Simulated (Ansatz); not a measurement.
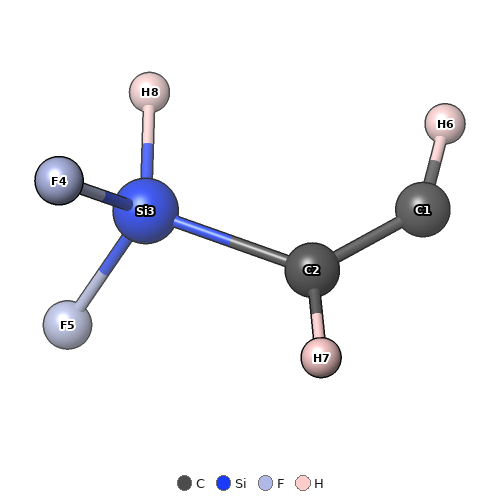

The system is C2H3F2Si, SMILES [CH]=C[SiH](F)F, spin multiplicity 2; the picture shows the reference structure. First axis: angle C1–C2–Si3. Second axis: dihedral C1–C2–Si3–F4. Nothing is relaxed (all other coordinates rigid). The grid has 15 × 15 points. Points are written as (first, second). Energies are in kJ/mol, from the lowest grid point. The calculation used UHF/def2-SVP (Ansatz 0.2.0).

Its coordinates:

```yaml
atoms:
  - { symbol: C, position_ang: [0.8996, 0.4909, 1.5353] }
  - { symbol: C, position_ang: [0.9224, 0.1210, 0.2549] }
  - { symbol: Si, position_ang: [-0.6209, -0.2452, -0.7016] }
  - { symbol: F, position_ang: [-0.5658, -1.7325, -1.2876] }
  - { symbol: F, position_ang: [-0.7172, 0.7110, -1.9803] }
  - { symbol: H, position_ang: [0.1224, 0.6585, 2.2683] }
  - { symbol: H, position_ang: [1.8891, 0.0333, -0.2405] }
  - { symbol: H, position_ang: [-1.8373, -0.0941, 0.0958] }
```

Range: angle C1–C2–Si3 from 87.5 to 157.5°; dihedral C1–C2–Si3–F4 from −180 to 156°.

Predict the map.

Answer. The lowest grid point is at (122.5°, 108°); the map holds 3 wells of about this depth. The highest grid point, (87.5°, 108°), lies 178 kJ/mol above the lowest. On the interpolated surface the easiest way out of the lowest well to a well of about the same depth near (122.5°, 12°) passes a barrier of about 5.1 kJ/mol, counted from the interpolated bottom of the well. Round the minimum the two coordinates are nearly uncoupled.

```tsv
dihedral C1–C2–Si3–F4 ↓, angle C1–C2–Si3 →	87.5	92.5	97.5	102.5	107.5	112.5	117.5	122.5	127.5	132.5	137.5	142.5	147.5	152.5	157.5
156	137	97	66	43	26	14	6	4	6	12	23	39	59	84	113
132	169	113	72	44	24	11	3	1	3	10	21	37	57	82	111
108	178	116	74	44	24	10	3	0	2	9	20	36	57	81	110
84	149	103	69	44	26	13	5	3	5	11	22	38	58	83	112
60	132	96	67	45	27	15	8	5	7	13	24	39	59	84	113
36	144	101	68	44	26	13	6	3	5	12	23	38	59	83	112
12	174	115	73	44	24	10	3	0	2	9	21	36	57	82	111
−12	175	115	73	44	24	10	3	0	3	9	21	37	57	82	111
−36	142	99	67	43	26	13	6	3	5	12	23	39	59	83	112
−60	124	91	64	43	26	15	8	5	7	14	24	40	60	85	114
−84	130	93	64	41	25	13	6	3	6	12	23	39	59	84	113
−108	146	101	67	41	23	10	3	1	3	10	21	37	58	83	112
−132	149	102	67	41	23	10	3	1	3	10	21	37	58	82	111
−156	133	94	64	41	24	12	5	3	5	12	23	39	59	84	113
−180	124	90	64	42	26	15	8	5	7	13	24	40	60	85	114
```

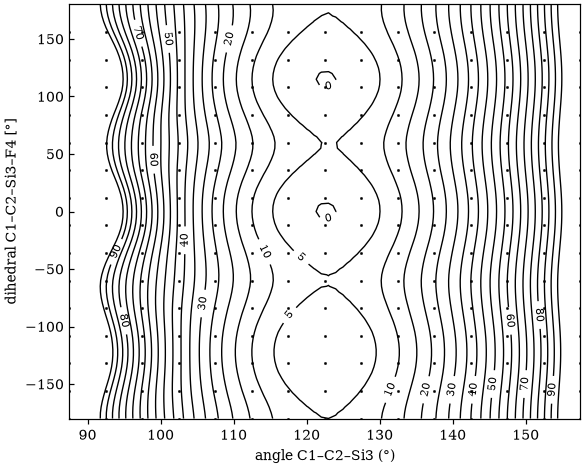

Drawn: contour lines labelled in kJ/mol (none above 95), dots at the grid points. Between grid points the surface is interpolated.

Time for the 225 points that were run: 6.9 min on 1 thread of Intel(R) Xeon(R) 6975P-C (Granite Rapids), on a shared host.
